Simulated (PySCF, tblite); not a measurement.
# C₇H₈S: vibronic structure

Wanted: vibronic structure for C₇H₈S (`CSc1ccccc1`).

Programs: tblite 0.8.0 and PySCF 2.14.0, with routines of our own; each step states its level. All values are computed. Atoms count from 0.

## 1. The system as given

16 atoms, charge 0, multiplicity 1; geometry from: force field or distance geometry start.

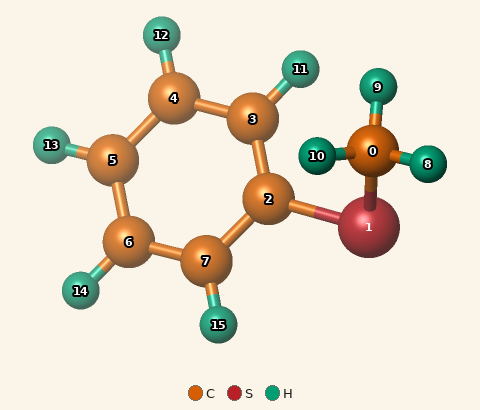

The starting geometry (carbon orange, sulfur red, hydrogen teal).

## 2. Geometry optimisation with GFN2-xTB

The job: settings as JSON, then the geometry in Å.

```
{"job": {"kind": "relax", "xc": "GFN2-xTB", "basis": "xTB"}, "charge": 0, "multiplicity": 1}
C     -2.797300    -0.604200    -0.216000
S     -1.808500     0.332800    -1.414800
C     -0.210400     0.259700    -0.583900
C      0.392900    -0.945700    -0.279900
C      1.638800    -0.974100     0.367100
C      2.278200     0.223700     0.668300
C      1.685300     1.443400     0.342500
C      0.445100     1.464200    -0.280900
H     -3.849100    -0.563500    -0.522500
H     -2.503800    -1.651100    -0.176600
H     -2.724200    -0.165400     0.781700
H     -0.087000    -1.899500    -0.522300
H      2.105900    -1.920100     0.611700
H      3.258300     0.208600     1.156800
H      2.184500     2.383500     0.582500
H     -0.016500     2.416700    -0.525100
```

On the command line:

```bash
OMP_NUM_THREADS=1 python excited_run.py task.json out
```

This one command runs all jobs of the session in turn.

What it wrote:

```text
step      E/eV     max force
  0    -606.38187    0.802
  1    -606.40928    0.355
  2    -606.42283    0.263
  3    -606.43092    0.158
  4    -606.43258    0.109
  5    -606.43356    0.119
  6    -606.43455    0.126
  7    -606.43550    0.096
  8    -606.43603    0.050
  9    -606.43627    0.033
 10    -606.43643    0.045
 11    -606.43658    0.036
 12    -606.43668    0.028
 13    -606.43674    0.027
 14    -606.43680    0.026
 15    -606.43690    0.035
 16    -606.43704    0.042
 17    -606.43723    0.039
 18    -606.43745    0.038
 19    -606.43769    0.036
 20    -606.43800    0.052
 21    -606.43836    0.063
 22    -606.43875    0.051
 23    -606.43911    0.042
 24    -606.43945    0.039
 25    -606.43979    0.047
 26    -606.44015    0.059
 27    -606.44055    0.055
 28    -606.44101    0.051
 29    -606.44155    0.061
 30    -606.44210    0.063
 31    -606.44258    0.057
 32    -606.44301    0.050
 33    -606.44344    0.051
 34    -606.44385    0.053
 35    -606.44419    0.041
 36    -606.44446    0.043
 37    -606.44477    0.064
 38    -606.44528    0.092
 39    -606.44614    0.112
 40    -606.44724    0.105
 41    -606.44781    0.157
 42    -606.44886    0.092
 43    -606.44991    0.069
 44    -606.45133    0.069
 45    -606.45324    0.095
 46    -606.45419    0.089
 47    -606.45541    0.079
 48    -606.45665    0.101
 49    -606.45855    0.166
 50    -606.45951    0.287
 51    -606.46296    0.157
 52    -606.46596    0.127
 53    -606.47204    0.160
 54    -606.47531    0.183
 55    -606.47927    0.169
 56    -606.47989    0.161
 57    -606.48245    0.107
 58    -606.48377    0.107
 59    -606.48621    0.088
 60    -606.48719    0.076
 61    -606.48807    0.054
 62    -606.48848    0.049
 63    -606.48881    0.049
 64    -606.48916    0.047
 65    -606.48966    0.054
 66    -606.49002    0.049
 67    -606.49041    0.050
 68    -606.49074    0.029
 69    -606.49098    0.031
 70    -606.49113    0.026
 71    -606.49123    0.027
 72    -606.49134    0.019
 73    -606.49144    0.017
 74    -606.49153    0.020
 75    -606.49160    0.021
 76    -606.49166    0.020
 77    -606.49172    0.016
 78    -606.49178    0.016
 79    -606.49183    0.018
 80    -606.49187    0.020
 81    -606.49191    0.020
 82    -606.49195    0.019
 83    -606.49201    0.018
 84    -606.49209    0.021
 85    -606.49218    0.024
 86    -606.49230    0.027
 87    -606.49246    0.029
 88    -606.49264    0.033
 89    -606.49284    0.033
 90    -606.49310    0.037
 91    -606.49345    0.048
 92    -606.49387    0.054
 93    -606.49417    0.055
 94    -606.49427    0.041
 95    -606.49447    0.023
 96    -606.49453    0.016
 97    -606.49458    0.015
 98    -606.49462    0.015
 99    -606.49466    0.013
100    -606.49468    0.009
```

Wall time 1.8 s (1 thread of Intel Xeon at 2.50GHz, shared host); peak memory 0.18 GiB.

Relaxation path: (not every step is listed)

```
step  energy from step 0 (eV)  largest force (eV/Å)
   0                   0.0000                0.8018
   1                  -0.0274                0.3546
   2                  -0.0410                0.2627
   3                  -0.0490                0.1576
   4                  -0.0507                0.1091
   5                  -0.0517                0.1189
   6                  -0.0527                0.1256
   7                  -0.0536                0.0955
   8                  -0.0542                0.0503
  16                  -0.0552                0.0420
  24                  -0.0576                0.0393
  32                  -0.0611                0.0496
  40                  -0.0654                0.1053
  48                  -0.0748                0.1011
  56                  -0.0980                0.1607
  64                  -0.1073                0.0469
  72                  -0.1095                0.0193
  80                  -0.1100                0.0197
  88                  -0.1108                0.0326
  95                  -0.1126                0.0228
  96                  -0.1127                0.0155
  97                  -0.1127                0.0146
  98                  -0.1128                0.0148
  99                  -0.1128                0.0126
 100                  -0.1128                0.0092
```

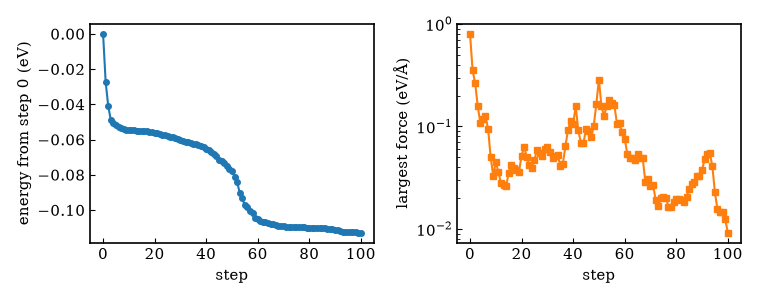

Energy and largest force along the relaxation.

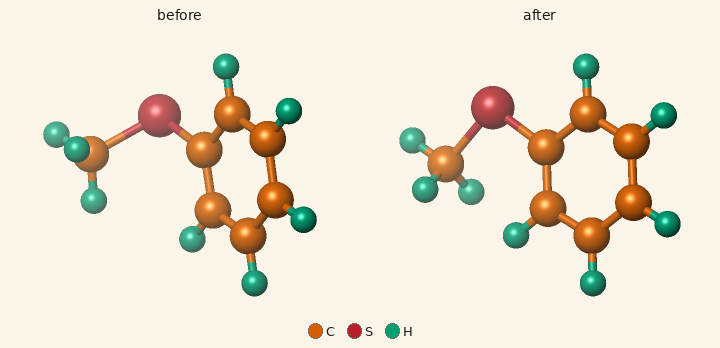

Before and after, at one scale.

Distances of close pairs at the start and the end, largest changes first:

```
  bond  before (Å)  after (Å)  change (Å)
 S1–C2       1.803      1.768      -0.034
 C3–C4       1.404      1.385      -0.019
C3–H11       1.095      1.078      -0.016
C5–H13       1.095      1.080      -0.016
 C2–C7       1.404      1.393      -0.011
C6–H14       1.091      1.080      -0.011
 C0–H8       1.096      1.086      -0.011
 C6–C7       1.388      1.380      -0.009
```

The end geometry stands in the next job.

## 3. Harmonic vibrations with GFN2-xTB

The job: settings as JSON, then the geometry in Å.

```
{"job": {"kind": "ir", "xc": "GFN2-xTB", "basis": "xTB"}, "charge": 0, "multiplicity": 1}
C     -2.792897    -0.851646    -0.459847
S     -1.986544     0.761051    -0.672718
C     -0.308984     0.473098    -0.193533
C      0.182156    -0.755983     0.221563
C      1.516177    -0.876842     0.573201
C      2.363808     0.214445     0.515542
C      1.870495     1.441702     0.099545
C      0.543077     1.573422    -0.252823
H     -3.829441    -0.698839    -0.744115
H     -2.336208    -1.586824    -1.116014
H     -2.737677    -1.161046     0.579832
H     -0.457564    -1.622419     0.276579
H      1.890743    -1.837409     0.895831
H      3.402594     0.111481     0.790668
H      2.524065     2.299915     0.051401
H      0.148602     2.524838    -0.576524
```

What it wrote:

```text
mode    cm-1     km/mol
  1      33.5      3.60
  2     163.3      0.62
  3     197.4      1.14
  4     223.0      0.06
  5     304.0      0.31
  6     369.1      0.01
  7     403.5      0.80
  8     438.8      0.27
  9     584.9      0.02
 10     647.3      0.08
 11     682.9     15.91
 12     734.4      6.57
 13     740.6     33.77
 14     863.2      0.04
 15     885.8      0.30
 16     921.0      0.04
 17     926.9      0.00
 18     935.5      0.90
 19     945.3     12.52
 20     967.2      8.59
 21    1084.0      1.64
 22    1108.5     43.57
 23    1124.2      0.78
 24    1179.8      0.09
 25    1204.0      0.47
 26    1278.0      0.83
 27    1312.3      0.47
 28    1324.3      1.62
 29    1427.8      3.66
 30    1448.8     30.21
 31    1453.7      5.65
 32    1457.7      1.60
 33    1580.5      9.11
 34    1588.3     44.21
 35    3024.9      4.13
 36    3032.1      8.50
 37    3056.8      2.62
 38    3076.2     10.58
 39    3081.0     17.94
 40    3091.1     64.42
 41    3097.5     45.76
 42    3105.6     19.10
```

Run time: 1.7 s. Hardware: 1 thread of Intel Xeon at 2.50GHz, shared host; peak memory 0.18 GiB.

Which atoms move in the most intense modes:

```
cm⁻¹  km/mol                                   atoms
 741    33.8  H13 22 %, H11 16 %, H12 16 %, H14 14 %
1108    43.6                       C2 44 %, H15 14 %
1449    30.2              H10 17 %, H9 15 %, C7 10 %
1588    44.2      C4 28 %, C7 25 %, C6 18 %, C3 11 %
3081    17.9            H14 58 %, H15 15 %, H12 12 %
3091    64.4                      H15 45 %, H13 38 %
3098    45.8            H15 32 %, H14 29 %, H13 25 %
3106    19.1                                H11 82 %
```

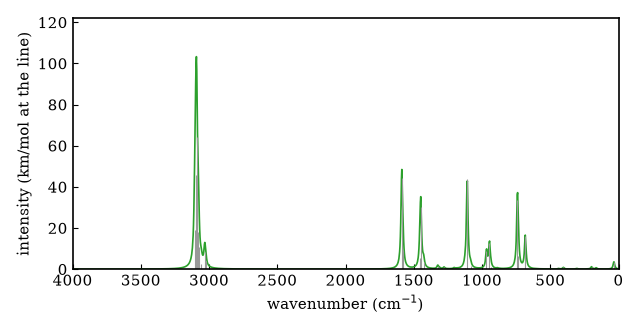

The infrared spectrum from these modes, unscaled. Lines are broadened to a width of 14 cm⁻¹ (Lorentzian).

## 4. Vibronic structure: TDDFT PBE0/def2-SVP

The job, as its differences from that of step 3:

```diff
@@ -1,2 +1,2 @@
-{"job": {"kind": "ir", "xc": "GFN2-xTB", "basis": "xTB"}, "charge": 0, "multiplicity": 1}
+{"job": {"kind": "vib", "xc": "PBE0", "basis": "def2-SVP", "tda": false}, "charge": 0, "multiplicity": 1}
 C     -2.792897    -0.851646    -0.459847
```

With the program's defaults for keys left out, this is: TDDFT PBE0/def2-SVP vertical-gradient vibronic structure (displaced harmonic oscillators, Condon), gas phase.

What it wrote:

```text
final grid: 62352 points
cycle   1  E = -668.9332803981  dE =  1.208e+00  |g| = 3.219e-01  |ddm| = 4.896e+00
cycle   2  E = -668.9343867185  dE = -1.106e-03  |g| = 3.335e-01  |ddm| = 9.157e-01
cycle   3  E = -668.9635099677  dE = -2.912e-02  |g| = 6.340e-02  |ddm| = 4.273e-01
cycle   4  E = -668.9643960989  dE = -8.861e-04  |g| = 3.491e-02  |ddm| = 1.324e-01
cycle   5  E = -668.9647275087  dE = -3.314e-04  |g| = 9.605e-03  |ddm| = 5.115e-02
cycle   6  E = -668.9647533143  dE = -2.581e-05  |g| = 1.409e-03  |ddm| = 1.570e-02
cycle   7  E = -668.9647538429  dE = -5.285e-07  |g| = 2.813e-04  |ddm| = 2.124e-03
cycle   8  E = -668.9647538592  dE = -1.633e-08  |g| = 1.524e-04  |ddm| = 5.714e-04
cycle   9  E = -668.9647538657  dE = -6.493e-09  |g| = 4.014e-05  |ddm| = 2.242e-04
cycle  10  E = -668.9647538661  dE = -4.309e-10  |g| = 1.247e-05  |ddm| = 5.378e-05
converged SCF energy = -668.9647538661

Singlet excitations (eV, f): 4.818 (0.0187)  5.340 (0.2436)  5.741 (0.0006)  6.360 (0.0549)  6.659 (0.0000)  6.790 (0.2353)

State S1  4.8176 eV  f = 0.01874  H->L 0.89, H-1->L+1 0.09
  relaxed dipole 4.755 D, largest gradient of the excitation energy 0.0463 Eh/bohr
  mode    cm-1        S   lambda/meV  Raman
   34   1588.3    0.2563      50.5   1.000
    7    403.5    0.9769      48.9   0.246
   21   1084.0    0.2054      27.6   0.373
   22   1108.5    0.1653      22.7   0.314
   11    682.9    0.2590      21.9   0.187
   33   1580.5    0.0763      14.9   0.295
   19    945.3    0.1059      12.4   0.146
    3    197.4    0.2343       5.7   0.014
   25   1204.0    0.0346       5.2   0.078
   20    967.2    0.0329       4.0   0.048
   27   1312.3    0.0178       2.9   0.047
   28   1324.3    0.0144       2.4   0.039
  reorganisation energy 0.2265 eV, total S 2.445, 0-0 4.5911 eV
  absorption maximum 4.783 eV, width 0.402 eV

State S2  5.3404 eV  f = 0.24358  H->L+1 0.91
  relaxed dipole 4.458 D, largest gradient of the excitation energy 0.0354 Eh/bohr
  mode    cm-1        S   lambda/meV  Raman
   34   1588.3    0.2082      41.0   1.000
   21   1084.0    0.1456      19.6   0.326
   11    682.9    0.2075      17.6   0.184
   22   1108.5    0.1037      14.3   0.243
   25   1204.0    0.0768      11.5   0.212
   19    945.3    0.0917      10.8   0.156
   20    967.2    0.0761       9.1   0.135
    3    197.4    0.3682       9.0   0.027
   12    734.4    0.0623       5.7   0.064
   33   1580.5    0.0288       5.6   0.137
   28   1324.3    0.0196       3.2   0.065
    7    403.5    0.0543       2.7   0.017
  reorganisation energy 0.1543 eV, total S 1.501, 0-0 5.1861 eV
  absorption maximum 5.192 eV, width 0.224 eV

State S6  6.7898 eV  f = 0.23527  H-1->L 0.71, H-2->L+1 0.18
  relaxed dipole 1.568 D, largest gradient of the excitation energy 0.0636 Eh/bohr
  mode    cm-1        S   lambda/meV  Raman
   34   1588.3    0.6662     131.2   1.000
   21   1084.0    0.2972      39.9   0.208
    7    403.5    0.4820      24.1   0.047
   22   1108.5    0.1359      18.7   0.099
   25   1204.0    0.1237      18.5   0.107
   33   1580.5    0.0810      15.9   0.120
   20    967.2    0.0779       9.3   0.043
   11    682.9    0.0602       5.1   0.017
   30   1448.8    0.0150       2.7   0.019
   12    734.4    0.0291       2.6   0.009
    5    304.0    0.0551       2.1   0.003
   29   1427.8    0.0069       1.2   0.008
  reorganisation energy 0.2759 eV, total S 2.057, 0-0 6.5139 eV
  absorption maximum 6.708 eV, width 0.418 eV

State T1  3.8294 eV  f = 0.00000  H->L+1 0.66, H-1->L 0.12, H->L 0.12
  relaxed dipole 2.392 D, largest gradient of the excitation energy 0.0548 Eh/bohr
  mode    cm-1        S   lambda/meV  Raman
   34   1588.3    0.5516     108.6   1.000
   22   1108.5    0.6160      84.7   0.544
   21   1084.0    0.3015      40.5   0.255
    7    403.5    0.2462      12.3   0.029
   25   1204.0    0.0679      10.1   0.071
    3    197.4    0.1913       4.7   0.005
   19    945.3    0.0335       3.9   0.022
   28   1324.3    0.0212       3.5   0.027
   29   1427.8    0.0189       3.4   0.028
   11    682.9    0.0321       2.7   0.011
   20    967.2    0.0207       2.5   0.014
   32   1457.7    0.0097       1.8   0.015
  reorganisation energy 0.2831 eV, total S 2.146, 0-0 3.5463 eV
  absorption maximum 3.686 eV, width 0.426 eV
```

Run time: 2.2 min. Hardware: 1 thread of Intel Xeon at 2.50GHz, shared host; peak memory 0.9 GiB.

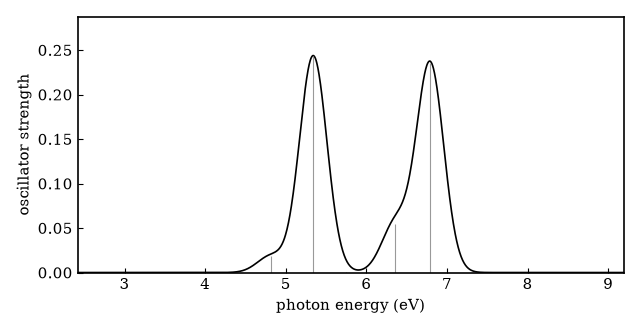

Absorption lines of the singlets. Lines are broadened to a width of 0.40 eV (Gaussian).

The fields below are evaluated on a grid from the run's orbitals.

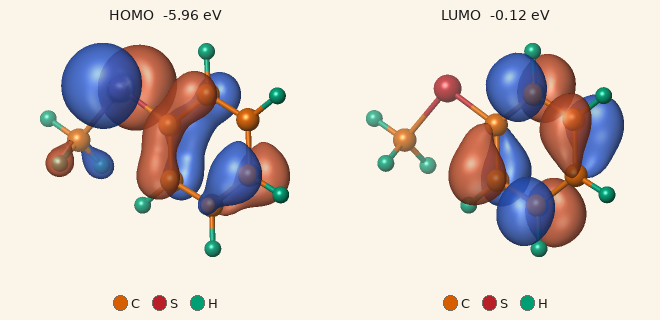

Frontier orbitals at PBE0/def2-SVP; each surface holds 70 % of the orbital's density, blue and red mark the sign.

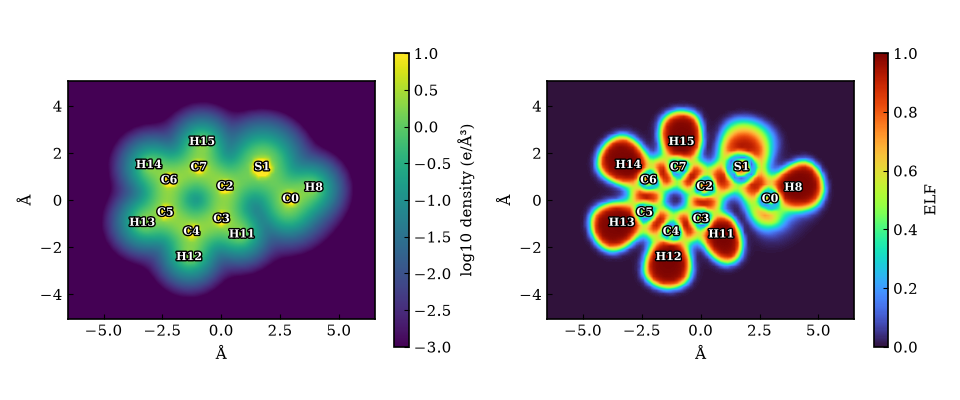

Density (left) and ELF (right) in a plane through or near 14 of the atoms.

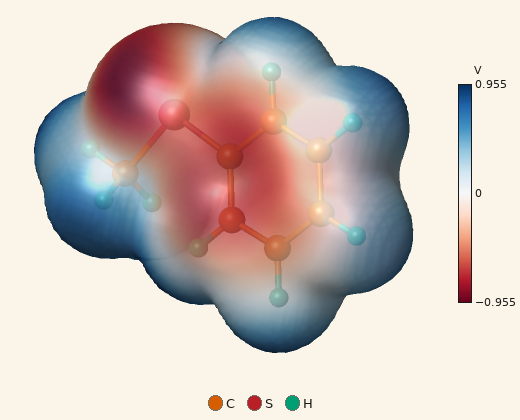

The potential that a unit positive charge feels on the 0.002 e/bohr³ surface, from the 1st to the 99th percentile, from -0.93 V near S1 to 0.95 V near H8.

## 5. Vibronic structure: TDDFT HCTH407/3-21G

The job, as its differences from that of step 4:

```diff
@@ -1,2 +1,2 @@
-{"job": {"kind": "vib", "xc": "PBE0", "basis": "def2-SVP", "tda": false}, "charge": 0, "multiplicity": 1}
+{"job": {"kind": "vib", "xc": "HCTH407", "basis": "3-21G", "tda": false, "nbright": 3}, "charge": 0, "multiplicity": 1}
 C     -2.792897    -0.851646    -0.459847
```

With the program's defaults for keys left out, this is: TDDFT HCTH407/3-21G vertical-gradient vibronic structure (displaced harmonic oscillators, Condon), gas phase.

What it wrote:

```text
final grid: 62352 points
cycle   1  E = -666.2632703677  dE =  6.275e-01  |g| = 3.931e-01  |ddm| = 4.644e+00
cycle   2  E = -666.2427165347  dE =  2.055e-02  |g| = 4.818e-01  |ddm| = 1.195e+00
cycle   3  E = -666.3047511044  dE = -6.203e-02  |g| = 1.159e-01  |ddm| = 7.229e-01
cycle   4  E = -666.3088178823  dE = -4.067e-03  |g| = 3.508e-02  |ddm| = 2.094e-01
cycle   5  E = -666.3091380164  dE = -3.201e-04  |g| = 1.558e-02  |ddm| = 6.918e-02
cycle   6  E = -666.3092096203  dE = -7.160e-05  |g| = 1.773e-03  |ddm| = 2.160e-02
cycle   7  E = -666.3092100935  dE = -4.733e-07  |g| = 1.235e-03  |ddm| = 3.472e-03
cycle   8  E = -666.3092105190  dE = -4.255e-07  |g| = 1.735e-04  |ddm| = 1.552e-03
cycle   9  E = -666.3092105263  dE = -7.271e-09  |g| = 8.154e-05  |ddm| = 3.044e-04
cycle  10  E = -666.3092105285  dE = -2.164e-09  |g| = 9.347e-06  |ddm| = 1.314e-04
cycle  11  E = -666.3092105285  dE = -2.910e-11  |g| = 5.063e-06  |ddm| = 1.896e-05
converged SCF energy = -666.3092105285

Singlet excitations (eV, f): 4.531 (0.0127)  5.144 (0.2250)  5.882 (0.0000)  6.131 (0.0198)  6.650 (0.0011)  6.844 (0.1182)

State S1  4.5305 eV  f = 0.01274  H->L 0.90
  relaxed dipole 5.542 D, largest gradient of the excitation energy 0.0554 Eh/bohr
  mode    cm-1        S   lambda/meV  Raman
   34   1588.3    0.4412      86.9   1.000
   11    682.9    0.5421      45.9   0.227
   33   1580.5    0.1405      27.5   0.315
   21   1084.0    0.1456      19.6   0.154
   19    945.3    0.1499      17.6   0.120
    7    403.5    0.3462      17.3   0.051
   20    967.2    0.0762       9.1   0.064
   30   1448.8    0.0314       5.6   0.059
   25   1204.0    0.0338       5.0   0.044
   12    734.4    0.0526       4.8   0.025
    3    197.4    0.1852       4.5   0.006
   22   1108.5    0.0233       3.2   0.026
  reorganisation energy 0.2557 eV, total S 2.221, 0-0 4.2748 eV
  absorption maximum 4.473 eV, width 0.428 eV

State S2  5.1436 eV  f = 0.22503  H->L+1 0.90
  relaxed dipole 4.842 D, largest gradient of the excitation energy 0.0299 Eh/bohr
  mode    cm-1        S   lambda/meV  Raman
   11    682.9    0.5661      47.9   1.000
   21   1084.0    0.1523      20.5   0.678
   34   1588.3    0.0882      17.4   0.843
   20    967.2    0.1302      15.6   0.461
   19    945.3    0.1024      12.0   0.347
   12    734.4    0.1153      10.5   0.235
   25   1204.0    0.0648       9.7   0.356
   30   1448.8    0.0437       7.9   0.348
    3    197.4    0.2583       6.3   0.038
   33   1580.5    0.0196       3.8   0.185
    7    403.5    0.0503       2.5   0.031
   28   1324.3    0.0131       2.1   0.087
  reorganisation energy 0.1593 eV, total S 1.632, 0-0 4.9843 eV
  absorption maximum 4.988 eV, width 0.248 eV

State S4  6.1314 eV  f = 0.01980  H-1->L+1 0.49, H-2->L 0.41
  relaxed dipole 2.283 D, largest gradient of the excitation energy 0.0311 Eh/bohr
  mode    cm-1        S   lambda/meV  Raman
   21   1084.0    0.3993      53.7   1.000
    7    403.5    0.6829      34.2   0.237
   11    682.9    0.2495      21.1   0.248
   20    967.2    0.1620      19.4   0.323
   34   1588.3    0.0643      12.7   0.346
   30   1448.8    0.0372       6.7   0.166
   12    734.4    0.0724       6.6   0.083
   22   1108.5    0.0432       5.9   0.113
    5    304.0    0.1215       4.6   0.024
   19    945.3    0.0210       2.5   0.040
   32   1457.7    0.0090       1.6   0.041
   25   1204.0    0.0081       1.2   0.025
  reorganisation energy 0.1741 eV, total S 1.892, 0-0 5.9573 eV
  absorption maximum 6.089 eV, width 0.300 eV

State S6  6.8445 eV  f = 0.11820  H-1->L 0.64, H-2->L+1 0.25
  relaxed dipole 1.580 D, largest gradient of the excitation energy 0.0528 Eh/bohr
  mode    cm-1        S   lambda/meV  Raman
   34   1588.3    0.3530      69.5   1.000
   21   1084.0    0.3582      48.1   0.473
   22   1108.5    0.1880      25.8   0.259
    7    403.5    0.4960      24.8   0.091
   20    967.2    0.0970      11.6   0.102
   33   1580.5    0.0558      10.9   0.156
   25   1204.0    0.0731      10.9   0.119
   11    682.9    0.1177      10.0   0.062
   12    734.4    0.0320       2.9   0.019
   30   1448.8    0.0128       2.3   0.030
    5    304.0    0.0456       1.7   0.005
  reorganisation energy 0.2240 eV, total S 1.866, 0-0 6.6205 eV
  absorption maximum 6.621 eV, width 0.362 eV

State T1  3.9145 eV  f = 0.00000  H->L+1 0.60, H->L 0.31
  relaxed dipole 3.312 D, largest gradient of the excitation energy 0.0546 Eh/bohr
  mode    cm-1        S   lambda/meV  Raman
   34   1588.3    0.5064      99.7   1.000
   22   1108.5    0.3725      51.2   0.358
   21   1084.0    0.2485      33.4   0.229
   33   1580.5    0.1521      29.8   0.297
    7    403.5    0.2229      11.2   0.028
   25   1204.0    0.0634       9.5   0.072
   19    945.3    0.0724       8.5   0.051
   11    682.9    0.0932       7.9   0.034
    3    197.4    0.2334       5.7   0.007
   29   1427.8    0.0299       5.3   0.048
   20    967.2    0.0296       3.5   0.022
   28   1324.3    0.0200       3.3   0.027
  reorganisation energy 0.2763 eV, total S 2.104, 0-0 3.6382 eV
  absorption maximum 3.834 eV, width 0.432 eV
```

It took 68 s on 1 thread of Intel Xeon at 2.50GHz, shared host; peak memory 0.75 GiB.

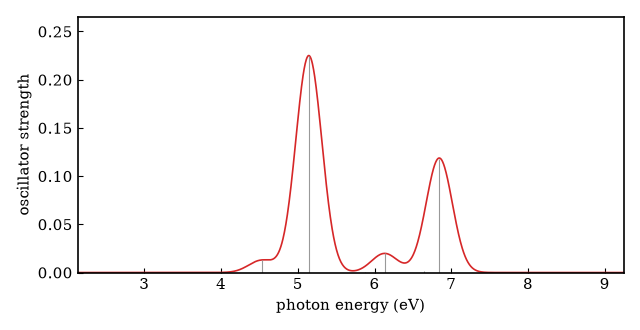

Absorption lines of the singlets. Lines are broadened to a width of 0.40 eV (Gaussian).

## 6. What came out

| quantity | value |
| --- | --- |
| strongest single infrared mode (GFN2-xTB) | 3091 cm⁻¹, 64 km/mol |
| zero-point energy (GFN2-xTB) | 78.8 kcal/mol |
| S1: vertical, reorganisation, 0-0, total S (step 4, TDDFT PBE0/def2-SVP, modes from GFN2-xTB) | 4.82, 0.23, 4.59 eV; 2.4 |
| S2: vertical, reorganisation, 0-0, total S (step 4, TDDFT PBE0/def2-SVP, modes from GFN2-xTB) | 5.34, 0.15, 5.19 eV; 1.5 |
| S6: vertical, reorganisation, 0-0, total S (step 4, TDDFT PBE0/def2-SVP, modes from GFN2-xTB) | 6.79, 0.28, 6.51 eV; 2.1 |
| surface potential, 1st and 99th percentile | -0.93 V and 0.95 V |
| S1: vertical, reorganisation, 0-0, total S (step 5, TDDFT HCTH407/3-21G, modes from GFN2-xTB) | 4.53, 0.26, 4.27 eV; 2.2 |
| S2: vertical, reorganisation, 0-0, total S (step 5, TDDFT HCTH407/3-21G, modes from GFN2-xTB) | 5.14, 0.16, 4.98 eV; 1.6 |
| S4: vertical, reorganisation, 0-0, total S (step 5, TDDFT HCTH407/3-21G, modes from GFN2-xTB) | 6.13, 0.17, 5.96 eV; 1.9 |

In words: No mode is imaginary among the 42: a minimum at this level. The strongest single mode, at 3091 cm⁻¹, moves mainly H15 and H13. GFN2-xTB is a fitted tight-binding method: band positions and strengths are rough. Its intensities can rank the bands wrongly. The vibronic model keeps the ground-state modes (from xTB) and shifts them along the gradient alone, so it can miss much of the relaxation that a full optimisation finds.
